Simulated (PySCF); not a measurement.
C$_{4}$H$_{4}$Se, SMILES `c1cc[se]c1`.

Computed with PySCF, PBE/def2-SVPD, geometry: GFN2-xTB. No frequency check shows the geometry to be a minimum. GFN2-xTB bond lengths at metals and heavier atoms can be off by up to 0.1 Å and shapes distorted, which carries into these values.

Coordinates in Å:

```
C1       1.6739   -0.7081    0.0000
C2       1.6739    0.7082    0.0000
C3       0.4395    1.2708    0.0000
Se4     -0.9101    0.0000    0.0000
C5       0.4395   -1.2708    0.0000
H6       2.5816   -1.2877    0.0000
H7       2.5816    1.2878    0.0000
H8       0.2099    2.3212    0.0000
H9       0.2100   -2.3212    0.0000
```

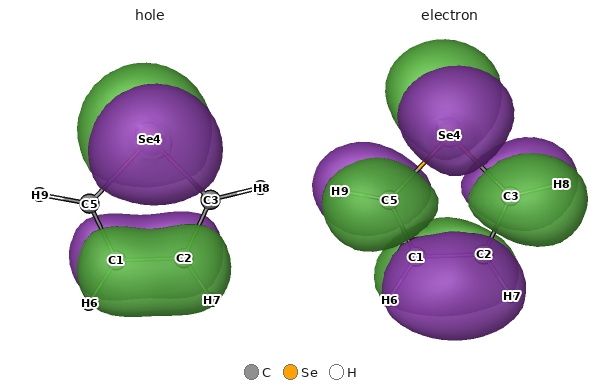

Leading natural transition orbital pair of S₃ (full linear response singlet states); the surfaces enclose about 85 % of each orbital's density.

Question: Give its energy and the atoms that hole and electron lie on.

Answer: 5.30 eV (234 nm), f = 0.097; the leading pair carries 88 %; hole on Se4 (50 %), C1 and C2 (16 % each) and C3 and C5 (7 % each), electron on Se4 (25 %), C3 and C5 (20 % each) and C1 and C2 (12 % each); their centroids lie 0.2 Å apart; S₂ lies within 0.1 eV of it. In canonical orbitals it is mainly HOMO−1 → LUMO (88 %). The HOMO–LUMO gap is 4.40 eV.

The PySCF run took 3.2 min on 1 thread of Arm Neoverse V1, on a shared host, peak memory 0.7 GiB.
